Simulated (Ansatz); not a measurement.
Strength of the Si–O bond: SiH2(CH3)(OH) → SiH2(CH3) + OH

Species: SiH2(CH3)(OH), singlet; SiH2(CH3), doublet; OH, doublet. 

Shapes, held fixed at every level: PBE0-D4/def2-TZVP. Flexible molecules stand in one conformer, not always the lowest. Programs: Ansatz 0.2.0. The zero-point and thermal change to 298 K, harmonic and unscaled (PBE0-D4/def2-TZVP), is -14.8 kJ/mol.

| level | kind | ΔH(298 K) (kJ/mol) | less CCSD(T)/CBS estimate |
| --- | --- | --- | --- |
| HF/def2-SVP | Hartree–Fock | +371.6 | -162.0 |
| SPW92/def2-TZVPP | LDA | +593.3 | +59.7 |
| B3LYP-D4/def2-TZVPP | global hybrid | +507.6 | -26.0 |
| BHLYP-D4/def2-TZVPP | global hybrid | +496.8 | -36.8 |
| wB97M-V/def2-TZVPP | range-separated hybrid | +530.9 | -2.7 |
| wB97X-V/def2-TZVPP | range-separated hybrid | +524.9 | -8.7 |
| CCSD/def2-SVP | coupled cluster or CI | +476.2 | -57.4 |
| CCSD(T)/CBS estimate | coupled cluster or CI | +533.6 | 0.0 |

The highest level, CCSD(T)/CBS estimate, gives ΔH(298 K) = +533.6 kJ/mol; the levels span +371.6 to +593.3. The column of differences is taken from that level and isn't an error. Hartree–Fock misses the correlation of the pair that is broken and comes out low. No measured value is set beside it here. Open shells run unrestricted unless RO is named. The CBS estimate extrapolates MP2 from def2-TZVPP and def2-QZVPP and adds CCSD(T) − MP2 in the triple-zeta set, cores frozen.

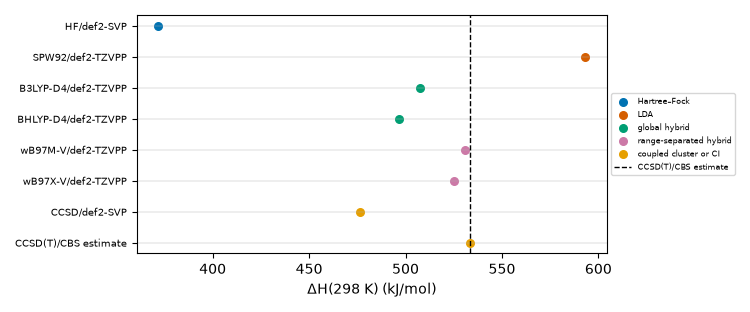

The values of the table, level by level.
